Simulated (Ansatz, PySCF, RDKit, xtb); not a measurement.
# C4H4BBrS: which of the isomers drawn lies lowest?, part 2 of 2

A sample of isomers of C4H4BBrS is drawn. Aim: find which of them has the lowest free energy at 298.15 K, then its properties. The sample is small against all isomers, and the most stable one of this formula need not be in it.

xtb, Ansatz and PySCF; isolated molecules.

### Step 11. c657a at CCSD(T)/def2-SVP

Contents of input.yaml:

```yaml
crystal:
  periodic: [false, false, false]
  atoms:
    - symbol: C
      position_ang: [1.385633, -0.128882, 0.624976]
    - symbol: C
      position_ang: [1.143466, 0.960419, -0.144886]
    - symbol: C
      position_ang: [-0.230282, 0.877464, -0.759146]
    - symbol: C
      position_ang: [-0.924191, -0.241996, -0.424378]
    - symbol: B
      position_ang: [0.071546, -1.011426, 0.518148]
    - symbol: Br
      position_ang: [-0.812548, 2.280905, -1.881579]
    - symbol: S
      position_ang: [-0.290737, -2.585454, 1.285789]
    - symbol: H
      position_ang: [0.891841, -2.737432, 1.948672]
    - symbol: H
      position_ang: [2.321898, -0.294283, 1.177019]
    - symbol: H
      position_ang: [1.806056, 1.818459, -0.338429]
    - symbol: H
      position_ang: [-1.936890, -0.476450, -0.773635]
basis:
  gaussian:
    orbitals: def2-SVP
correlation:
  method: ccsd_t
  frozen_orbitals: {S: 5, H: 0, Br: 9, B: 1, C: 1}
```

Started as:

```sh
$ ansatz run input.yaml --threads 2 --pin off --max-ram 5220MiB --events-out events.jsonl --progress --plain --runs-dir runs
```

The log of the run, shortened:

```text
Warning: RAYON_NUM_THREADS=2 ignored (pool sized by the plan → 2); use --threads N
Functional definition: HF
  name "HF"
[...]
1400 factors; integrals over basis functions are off by at most 1.2e-3 eV
[...]
mean field -85657.34184305 eV, -3147.8492521005 hartree, gradient 7.5e-6 eV, S^2 0.000000; 0 other end points of the search recorded, 0 dependent functions left out; unrestricted orbitals would lower it
19 core orbitals not correlated: weight in the atoms' cores, before any rotation towards them, 1.000 or more for the frozen orbitals, at most 0.000 for the correlated occupied ones
reference -85657.34184305 eV, -3147.8492521005 hartree; 23, 23 occupied and 98, 98 virtual orbitals, 1400 factors
second order -26.02595714 eV of doubles, -0.00000000 eV of singles
cycle   1  -26.40693959 eV  change   -3.8e-1 eV  update   1.3e-1
[...]
cycle  10  -27.29599960 eV  change    4.7e-5 eV  update   2.6e-5
perturbative correction -1.08937128 eV, -0.0400336561 hartree
Total energy: -85685.72721393 eV, -3148.8923952400 hartree
```

It took 15 s on 2 threads of Intel Xeon 6975P-C (Granite Rapids), shared host; peak memory 1.1 GiB.

For c659a, c657a, c534a the log finds that unrestricted Hartree-Fock orbitals lie lower, a sign to watch the closed-shell reference there.

### Step 12. Free energies and the winner

Energies in kcal/mol from c659a; G adds the thermal terms to the CCSD(T)/def2-SVP + MP2/def2-TZVPP - MP2/def2-SVP energy. The columns left of the relaxed level are at the tight-binding geometries.

```
 label          SMILES     spin  r2SCAN-D4/def2-SVP  PBE-D3(BJ)/def2-SVP  HF/def2-SVP  MP2/def2-SVP  CCSD(T)/def2-SVP + MP2/def2-TZVPP - MP2/def2-SVP     G  share at equilibrium     T1
 c659a    SC1=CC=CB1Br  singlet                 0.0                  0.0          0.0           0.0                                               0.0   0.0                77.7 %  0.013
 c657a  SB1C=CC(Br)=C1  singlet                 1.1                  1.6          1.8           1.1                                               0.7   0.9                16.7 %  0.013
 c534a    SB1C=CC=C1Br  singlet                 2.1                  2.1          2.7           1.8                                               1.4   1.6                 5.6 %  0.013
c659at    SC1=CC=CB1Br  triplet                19.8                 13.6          5.0          23.9                                              19.9  19.8               < 0.1 %  0.023
```

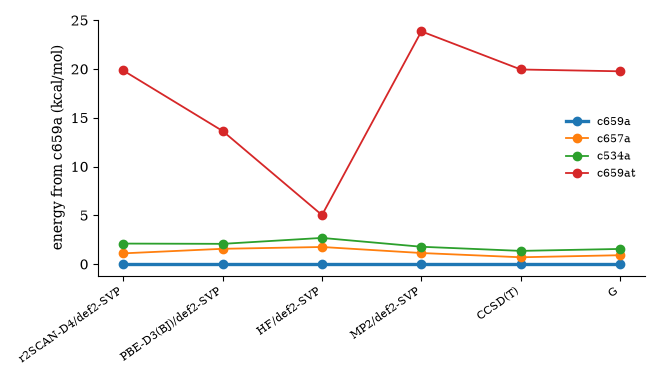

The finalists at each level, measured from c659a.

Lowest found: c659a, `SC1=CC=CB1Br`, a singlet. Bond lengths: C1–C2 1.366 Å, C2–C3 1.493 Å, C3–C4 1.371 Å, C1–B5 1.614 Å, C4–B5 1.544 Å, B5–Br6 1.912 Å, C1–S7 1.737 Å, S7–H8 1.368 Å, C2–H9 1.100 Å, C3–H10 1.104 Å, C4–H11 1.097 Å. Some angles: C1–C2–C3 110.2°, C2–C1–B5 104.6°, C2–C1–S7 128.3°, B5–C1–S7 127.2°, C2–C3–C4 114.6°, C3–C4–B5 103.7°, C1–B5–C4 106.9°, C1–B5–Br6 123.4°, C4–B5–Br6 129.7°, C1–C2–H9 127.1°.

```xyz
11

C     0.1167   -0.6948   -0.1156
C     0.7133   -1.0613    1.0577
C     1.0325    0.1470    1.8743
C     0.6726    1.3375    1.2974
B     0.0437    0.9160   -0.0485
Br   -0.7043    1.9950   -1.4377
S    -0.4442   -1.7177   -1.4023
H    -0.8943   -0.6919   -2.1879
H     0.9447   -2.0829    1.3944
H     1.5202    0.0443    2.8598
H     0.8301    2.3225    1.7528
```

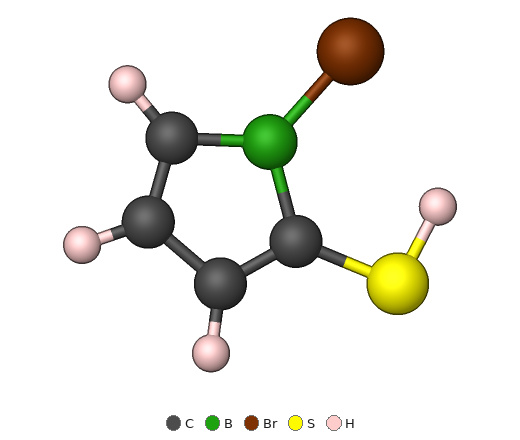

The lowest structure found, seen from a chosen angle (carbon dark grey, boron green, bromine brown, sulfur yellow, hydrogen pink).

### Step 13. Density, orbitals and dipole (PBE0/def2-SVPD)

Contents of input.yaml:

```yaml
basis:
  gaussian:
    orbitals: def2-SVPD
crystal:
  periodic: [false, false, false]
  atoms:
    - {symbol: C, position_ang: [0.116694, -0.694756, -0.115558]}
    - {symbol: C, position_ang: [0.713299, -1.061335, 1.057748]}
    - {symbol: C, position_ang: [1.032453, 0.147020, 1.874318]}
    - {symbol: C, position_ang: [0.672567, 1.337520, 1.297432]}
    - {symbol: B, position_ang: [0.043748, 0.915950, -0.048461]}
    - {symbol: Br, position_ang: [-0.704305, 1.994989, -1.437703]}
    - {symbol: S, position_ang: [-0.444212, -1.717741, -1.402256]}
    - {symbol: H, position_ang: [-0.894297, -0.691876, -2.187868]}
    - {symbol: H, position_ang: [0.944667, -2.082890, 1.394421]}
    - {symbol: H, position_ang: [1.520232, 0.044263, 2.859795]}
    - {symbol: H, position_ang: [0.830125, 2.322534, 1.752818]}
hamiltonian:
  xc: {name: PBE0}
output:
  forces: true
  orbitals: {seedname: orbitals}
```

Started as:

```sh
$ ansatz run input.yaml --threads 2 --pin off --max-ram 5220MiB --events-out events.jsonl --progress --plain --runs-dir runs
```

The log of the run, shortened:

```text
Warning: RAYON_NUM_THREADS=2 ignored (pool sized by the plan → 2); use --threads N
Functional definition: PBE0
  name "PBE0"
[...]
1966 factors; integrals over basis functions are off by at most 8.6e-4 eV
[...]
mean field -85738.14731531 eV, -3150.8187984340 hartree, gradient 5.3e-5 eV, S^2 0.000000; 0 other end points of the search recorded, 0 dependent functions left out
[...]
reference -85738.14736197 eV, -3150.8188001487 hartree; 42, 42 occupied and 158, 158 virtual orbitals, 1966 factors
Total energy: -85738.14736197 eV, -3150.8188001487 hartree
Atom 0 at     0.116694    -0.694756    -0.115558 Å, force     0.294667    -0.063606     0.595491 eV/Å
Atom 1 at     0.713299    -1.061335     1.057748 Å, force    -0.282794     0.083930    -0.568930 eV/Å
Atom 2 at     1.032453     0.147020     1.874318 Å, force    -0.053927     0.524740    -0.038479 eV/Å
Atom 3 at     0.672567     1.337520     1.297432 Å, force     0.204914    -0.442263     0.359151 eV/Å
Atom 4 at     0.043748     0.915950    -0.048461 Å, force    -0.029495    -0.126659    -0.077365 eV/Å
Atom 5 at    -0.704305     1.994989    -1.437703 Å, force     0.081050    -0.080843     0.155557 eV/Å
Atom 6 at    -0.444212    -1.717741    -1.402256 Å, force    -0.057359     0.363868    -0.069365 eV/Å
Atom 7 at    -0.894297    -0.691876    -2.187868 Å, force     0.101794    -0.307567     0.167794 eV/Å
Atom 8 at     0.944667    -2.082890     1.394421 Å, force    -0.072425     0.283866    -0.110064 eV/Å
Atom 9 at     1.520232     0.044263     2.859795 Å, force    -0.146536     0.060560    -0.292097 eV/Å
Atom 10 at     0.830125     2.322534     1.752818 Å, force    -0.039889    -0.296026    -0.121694 eV/Å
Dipole moment:     0.092945    -0.010479     0.188951 e Å
```

It took 6 s on 2 threads of Intel Xeon 6975P-C (Granite Rapids), shared host; peak memory 0.73 GiB.

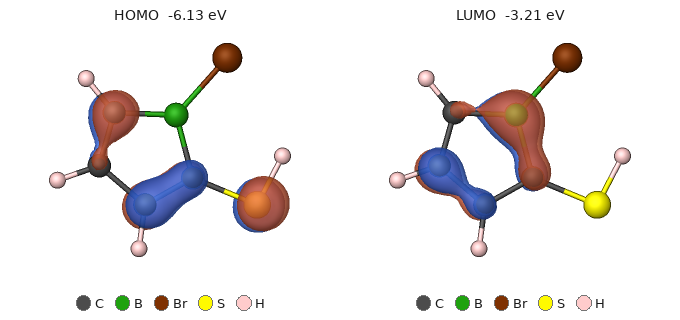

Frontier orbitals of this run, surfaces at ±0.2 Å^-3/2.

### Step 14. Electronic excitations (TD-PBE0/def2-SVPD)

An in-house driver calls PySCF's response routines at TD-PBE0/def2-SVPD; it has no typed input.

The log of the run:

```text
coarse grid: 49440 points
cycle   1  E = -3150.7845176983  dE = -1.412e-01  |g| = 3.547e-01  |ddm| = 6.703e+00
cycle   2  E = -3150.7671859221  dE =  1.733e-02  |g| = 4.283e-01  |ddm| = 1.396e+00
cycle   3  E = -3150.8164777109  dE = -4.929e-02  |g| = 8.653e-02  |ddm| = 8.475e-01
cycle   4  E = -3150.8185140300  dE = -2.036e-03  |g| = 3.137e-02  |ddm| = 1.951e-01
cycle   5  E = -3150.8187784098  dE = -2.644e-04  |g| = 7.510e-03  |ddm| = 6.663e-02
cycle   6  E = -3150.8187905235  dE = -1.211e-05  |g| = 4.012e-03  |ddm| = 2.001e-02
cycle   7  E = -3150.8187945263  dE = -4.003e-06  |g| = 8.673e-04  |ddm| = 9.106e-03
final grid: 102352 points
cycle   8  E = -3150.8188331287  dE =  4.066e-07  |g| = 1.574e-03  |ddm| = 1.224e-02
cycle   9  E = -3150.8188309216  dE =  2.207e-06  |g| = 3.213e-03  |ddm| = 1.055e-02
cycle  10  E = -3150.8188338524  dE = -2.931e-06  |g| = 2.289e-04  |ddm| = 6.713e-03
cycle  11  E = -3150.8188338660  dE = -1.361e-08  |g| = 2.996e-05  |ddm| = 4.189e-04
cycle  12  E = -3150.8188338665  dE = -4.320e-10  |g| = 2.897e-05  |ddm| = 1.252e-04
converged SCF energy = -3150.8188338665

Static polarisability (au): isotropic 105.555, principal 65.382 118.043 133.239

Singlet excitations
state   eV       nm        f      main configurations
  1   1.8128    683.9   0.01909   H->L 0.98
  2   3.7979    326.5   0.00004   H-1->L 0.98
  3   4.3779    283.2   0.06559   H-2->L 0.94
  4   4.8518    255.5   0.00071   H-4->L 0.97
  5   4.9903    248.5   0.00195   H->L+1 0.77, H->L+2 0.20
  6   5.1124    242.5   0.12956   H-3->L 0.94
  7   5.2938    234.2   0.00029   H-5->L 0.99
  8   5.3985    229.7   0.00600   H->L+2 0.75, H->L+1 0.20

Triplet excitations (Tamm-Dancoff, eV): 0.9460 3.3208 3.4990
```

Run time: 13 s. Hardware: 2 threads of Intel Xeon 6975P-C (Granite Rapids), shared host; peak memory 0.91 GiB.

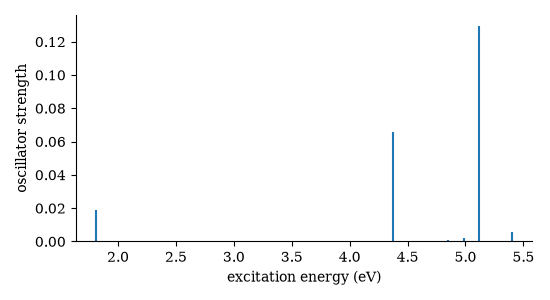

Vertical excitations as sticks.

The roots found:

```
excited state  energy (eV)  strength
            1        1.813    0.0191
            2        3.798    0.0000
            3        4.378    0.0656
            4        4.852    0.0007
            5        4.990    0.0019
            6        5.112    0.1296
            7        5.294    0.0003
            8        5.399    0.0060
```

### Step 15. NMR shieldings (GIAO PBE0/pcSseg-1)

An in-house driver calls PySCF's response routines at GIAO PBE0/pcSseg-1; it has no typed input.

The log of the run:

```text
coarse grid: 49440 points
cycle   1  E = -3151.0066560086  dE = -2.274e-01  |g| = 7.711e-01  |ddm| = 3.480e+00
cycle   2  E = -3150.9926147299  dE =  1.404e-02  |g| = 5.610e-01  |ddm| = 7.989e-01
cycle   3  E = -3151.0361710441  dE = -4.356e-02  |g| = 2.284e-01  |ddm| = 6.741e-01
cycle   4  E = -3151.0496965502  dE = -1.353e-02  |g| = 6.077e-02  |ddm| = 2.796e-01
cycle   5  E = -3151.0505948075  dE = -8.983e-04  |g| = 1.312e-02  |ddm| = 6.863e-02
cycle   6  E = -3151.0506315840  dE = -3.678e-05  |g| = 5.851e-03  |ddm| = 1.645e-02
cycle   7  E = -3151.0506400576  dE = -8.474e-06  |g| = 1.665e-03  |ddm| = 7.028e-03
final grid: 102352 points
cycle   8  E = -3151.0506914159  dE =  2.000e-06  |g| = 3.171e-03  |ddm| = 5.415e-03
cycle   9  E = -3151.0506821307  dE =  9.285e-06  |g| = 6.577e-03  |ddm| = 9.295e-03
cycle  10  E = -3151.0506942791  dE = -1.215e-05  |g| = 4.016e-04  |ddm| = 6.159e-03
cycle  11  E = -3151.0506943212  dE = -4.206e-08  |g| = 3.329e-05  |ddm| = 3.714e-04
cycle  12  E = -3151.0506943215  dE = -3.015e-10  |g| = 2.369e-05  |ddm| = 6.178e-05
converged SCF energy = -3151.0506943215

GIAO shielding tensors (ppm)
atom      isotropic    diamagn.    paramagn.     s11        s22        s33       span
  0 C       37.115     263.842    -226.727    -77.369     46.459    142.254    219.622
  1 C       43.382     251.109    -207.727    -65.727     69.555    126.318    192.045
  2 C        1.934     254.409    -252.475   -131.516     13.490    123.828    255.344
  3 C       58.869     258.133    -199.264    -44.498     65.096    156.011    200.509
  4 B       28.753     188.595    -159.842    -11.507     27.606     70.159     81.666
  5 Br    2190.034    3124.581    -934.547   1582.486   2145.177   2842.440   1259.955
  6 S      508.182    1054.506    -546.324    314.453    564.745    645.347    330.894
  7 H       26.675      28.176      -1.501     18.967     27.531     33.526     14.559
  8 H       25.392      30.960      -5.569     22.033     25.430     28.711      6.678
  9 H       24.099      29.008      -4.910     20.462     25.742     26.092      5.630
 10 H       25.904      29.605      -3.701     23.984     26.145     27.584      3.600
```

It took 9.6 s on 2 threads of Intel Xeon 6975P-C (Granite Rapids), shared host; peak memory 1.1 GiB.

Isotropic shieldings, averaged over atoms that the bond graph makes equivalent (absolute, not shifts; non-relativistic, which misses 10 ppm and more beside bromine and heavier atoms):

```
atoms  shielding (ppm)
   C1             37.1
   C2             43.4
   C3              1.9
   C4             58.9
   B5             28.8
  Br6           2190.0
   S7            508.2
   H8            26.67
   H9            25.39
  H10            24.10
  H11            25.90
```

### Step 16. The cation at the same geometry (PBE0/def2-SVPD)

Changes to input.yaml since step 13:

```diff
@@ -1,4 +1 @@
-basis:
-  gaussian:
-    orbitals: def2-SVPD
 crystal:
@@ -17,6 +14,10 @@
     - {symbol: H, position_ang: [0.830125, 2.322534, 1.752818]}
+basis:
+  gaussian:
+    orbitals: def2-SVPD
+total_charge: 1
+magnetization:
+  spin_polarized: true
+  initial_magnetization: 1
 hamiltonian:
   xc: {name: PBE0}
-output:
-  forces: true
-  orbitals: {seedname: orbitals}
```

Started as:

```sh
$ ansatz run input.yaml --threads 2 --pin off --max-ram 5220MiB --events-out events.jsonl --progress --plain --runs-dir runs
```

The log of the run:

```text
Warning: RAYON_NUM_THREADS=2 ignored (pool sized by the plan → 2); use --threads N
[... 2 set-up lines as earlier in the session ...]
  parameter a = 0.25
  parameter kappa = 0.804
  parameter beta = 0.06672455060314922
  exchange = (1 - a)*pbe_x(kappa = kappa, mu = beta*pi^2/3) + a*exact_x
  correlation = pbe_c(beta = beta)
1843 factors; their error is unknown
mean field evaluation 1: about -85710.1351 eV, gradient 5.8e1 eV
mean field evaluation 2: about -85576.2578 eV, gradient 1.4e2 eV
mean field evaluation 4: about -85727.2476 eV, gradient 2.2e1 eV
mean field evaluation 8: about -85730.0678 eV, gradient 3.1e-1 eV
mean field evaluation 16: about -85730.2696 eV, gradient 6.5e-3 eV
mean field -85730.26958974 eV, -3150.5292973591 hartree, gradient 5.8e-5 eV, S^2 0.776220; 0 other end points of the search recorded, 0 dependent functions left out
reference -85730.26964450 eV, -3150.5292993716 hartree; 42, 41 occupied and 158, 159 virtual orbitals, 1843 factors
Total energy: -85730.26964450 eV, -3150.5292993716 hartree
```

Run time: 9.3 s. Hardware: 2 threads of Intel Xeon 6975P-C (Granite Rapids), shared host; peak memory 1 GiB.

Difference from the parent: 7.88 eV.

### Step 17. The anion at the same geometry (PBE0/def2-SVPD)

Changes to input.yaml since step 16:

```diff
@@ -17,3 +17,2 @@
     orbitals: def2-SVPD
-total_charge: 1
 magnetization:
@@ -21,3 +20,6 @@
   initial_magnetization: 1
+total_charge: -1
+scf:
+  lower_state_search: off
 hamiltonian:
-  xc: {name: PBE0}
+  xc: pbe0
```

Started as:

```sh
$ ansatz run input.yaml --threads 2 --pin off --max-ram 5220MiB --events-out events.jsonl --progress --plain --runs-dir runs
```

The log of the run, shortened:

```text
Warning: RAYON_NUM_THREADS=2 ignored (pool sized by the plan → 2); use --threads N
[... 2 set-up lines as earlier in the session ...]
[...]
1843 factors; their error is unknown
[...]
mean field -85739.71497968 eV, -3150.8764090371 hartree, gradient 6.9e-6 eV, S^2 0.757591; 0 other end points of the search recorded, 0 dependent functions left out
reference -85739.71502154 eV, -3150.8764105756 hartree; 43, 42 occupied and 157, 158 virtual orbitals, 1843 factors
Total energy: -85739.71502154 eV, -3150.8764105756 hartree
Checks for a lower state left out: stability, starts, cluster_reference, orbital_swaps, neighbouring_geometries, increment
```

It took 7.2 s on 2 threads of Intel Xeon 6975P-C (Granite Rapids), shared host; peak memory 0.88 GiB.

Parent less the species with the added electron: 1.57 eV.

### Step 18. The triplet at the same geometry (PBE0/def2-SVPD)

Changes to input.yaml since step 17:

```diff
@@ -19,7 +19,4 @@
   spin_polarized: true
-  initial_magnetization: 1
-total_charge: -1
-scf:
-  lower_state_search: off
+  initial_magnetization: 2
 hamiltonian:
-  xc: pbe0
+  xc: {name: PBE0}
```

Started as:

```sh
$ ansatz run input.yaml --threads 2 --pin off --max-ram 5220MiB --events-out events.jsonl --progress --plain --runs-dir runs
```

The log of the run, shortened:

```text
Warning: RAYON_NUM_THREADS=2 ignored (pool sized by the plan → 2); use --threads N
[... 7 set-up lines as earlier in the session ...]
1843 factors; their error is unknown
mean field evaluation 1: about -85725.7980 eV, gradient 4.3e1 eV
mean field evaluation 2: about -85651.6027 eV, gradient 1.1e2 eV
mean field evaluation 4: about -85735.8411 eV, gradient 1.3e1 eV
mean field evaluation 8: about -85736.9226 eV, gradient 3.2e-1 eV
mean field evaluation 16: about -85737.1282 eV, gradient 3.1e-3 eV
mean field -85737.12817666 eV, -3150.7813457794 hartree, gradient 5.7e-5 eV, S^2 2.006856; 0 other end points of the search recorded, 0 dependent functions left out
reference -85737.12822310 eV, -3150.7813474861 hartree; 43, 41 occupied and 157, 159 virtual orbitals, 1843 factors
Total energy: -85737.12822310 eV, -3150.7813474861 hartree
```

It took 9.6 s on 2 threads of Intel Xeon 6975P-C (Granite Rapids), shared host; peak memory 1 GiB.

It lies 1.02 eV above the singlet.

### Step 19. Summary of results

This closing draws on all 2 parts.

```
                                           quantity                                                                  value
                             lowest structure found                                                  SC1=CC=CB1Br, singlet
                                      next finalist                      SB1C=CC(Br)=C1, singlet, 0.9 kcal/mol higher in G
          share at equilibrium, among the finalists                                                                 77.7 %
                                             funnel  6 starts, 6 minima at GFN2-xTB, 9 screening runs, 4 relaxed, 4 ranked
                               CPU time of all runs                                                                 11 min
                     dipole moment (PBE0/def2-SVPD)                                                                 1.01 D
                       HOMO energy (PBE0/def2-SVPD)                                                               -6.13 eV
                       LUMO energy (PBE0/def2-SVPD)                                                               -3.21 eV
                     HOMO–LUMO gap (PBE0/def2-SVPD)                                                                2.92 eV
              lowest excitation (TD-PBE0/def2-SVPD)                                                    1.81 eV (f = 0.019)
       strongest of the states computed, same level                                                    5.11 eV (f = 0.130)
lowest triplet excitation, same level, Tamm-Dancoff                                                                0.95 eV
                         vertical ionisation energy                                                                7.88 eV
                         vertical electron affinity                                                                1.57 eV
                      vertical triplet less singlet                                                               +1.02 eV
```

What this shows: The search ends on `SC1=CC=CB1Br`. Its margin of 0.9 kcal/mol is inside the likely error of CCSD(T)/def2-SVP + MP2/def2-TZVPP - MP2/def2-SVP with harmonic terms (about 1.5 kcal/mol), so the order of the first two is not settled. r2SCAN-D4/def2-SVP, PBE-D3(BJ)/def2-SVP, HF/def2-SVP and MP2/def2-SVP already put its bonding pattern lowest among the structures in one piece. The largest share of the time went into the final energies (59 %). Lowest found is not proven lowest: the search is finite, and each finalist counts with one conformer. Only 6 drawn patterns were tried, so whole families of isomers are missing, and the result ranks this sample alone.
